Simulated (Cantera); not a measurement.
Feed: 1 mol CHF3, a varied amount of H2, held at 1550 K and 0.0660 Torr.

These are equilibrium values from Cantera (NASA tables, ideal gas, pure condensed phases), not measurements of a reactor. Candidate condensed phases: C, C6H6, C7H8, C8H18; 95 gas species. Gases not in the tables: C2F6 and larger saturated fluorocarbons. The numbers say what is thermodynamically allowed, not how fast it happens.

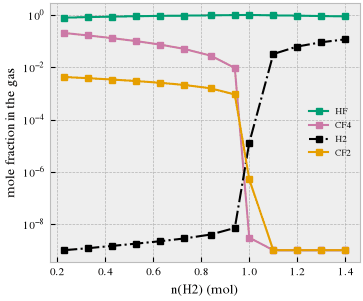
Figure. Equilibrium gas composition (values under 1e-9 drawn at 1e-9)

From 0.23 mol H2 to 1.4 mol H2 the condensed part is C(graphite). The main C-bearing gas is CF4 at 0.23 mol H2 and C2H2 (acetylene) at 1.4 mol H2.
